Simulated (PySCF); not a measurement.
```yaml
atoms:
  - { symbol: C, position_ang: [-1.2803, -1.3391, 0.3984] }
  - { symbol: C, position_ang: [-1.0010, -0.0381, 0.2894] }
  - { symbol: C, position_ang: [-1.8640, 0.9174, 0.8856] }
  - { symbol: N, position_ang: [-2.5584, 1.6933, 1.3639] }
  - { symbol: C, position_ang: [0.1342, 0.5125, -0.4790] }
  - { symbol: C, position_ang: [-0.0162, 1.6384, -1.1830] }
  - { symbol: C, position_ang: [1.4136, -0.1917, -0.4745] }
  - { symbol: C, position_ang: [1.9100, -0.9618, 0.4859] }
  - { symbol: F, position_ang: [1.2778, -1.2343, 1.6362] }
  - { symbol: H, position_ang: [-0.6602, -2.0894, -0.0620] }
  - { symbol: H, position_ang: [-2.1378, -1.6836, 0.9505] }
  - { symbol: H, position_ang: [-0.9441, 2.1840, -1.1846] }
  - { symbol: H, position_ang: [0.7887, 2.0470, -1.7695] }
  - { symbol: H, position_ang: [2.0519, -0.0133, -1.3274] }
  - { symbol: H, position_ang: [2.8816, -1.4334, 0.4480] }
```

Geometry: GFN2-xTB, NEB image 0 of 0 to 8.

Method: PBE0/pcSseg-1, SCF density, gas phase, non-relativistic (PySCF 2.14.0).

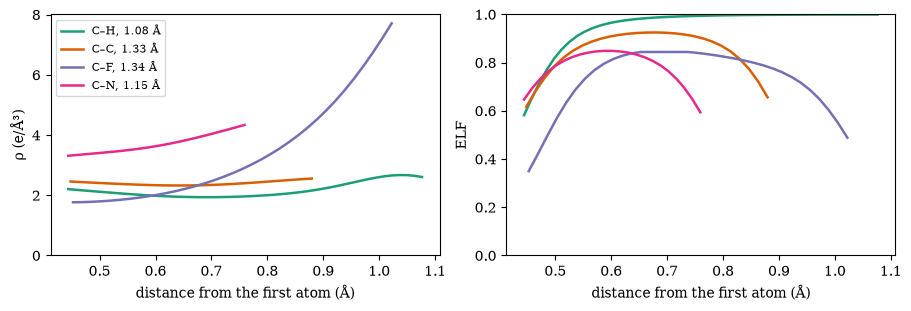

C$_{7}$H$_{6}$FN (SMILES C=C(C#N)C(=C)/C=C\F). Electron density and ELF along straight lines between neighbouring atoms. The curves leave out the atomic cores.

> What can be read from the curves?

C–H (1.08 Å): ρ is about 2.1 e/Å³ halfway; the ELF climbs to about 1 towards the hydrogen, as it does in any bond to H: an ordinary covalent bond to hydrogen.
C–C (1.33 Å): the density is about 2.3 e/Å³ at the midpoint; the ELF peaks at about 0.95 between the atoms: a short, multiple covalent bond.
C–F (1.34 Å): ρ at the midpoint is about 2.3 e/Å³; the ELF peaks at about 0.85 between the atoms; a shared but strongly polarised pair.
C–N (1.15 Å): ρ is about 3.6 e/Å³ halfway; the ELF peaks at about 0.85 between the atoms: a multiple bond.
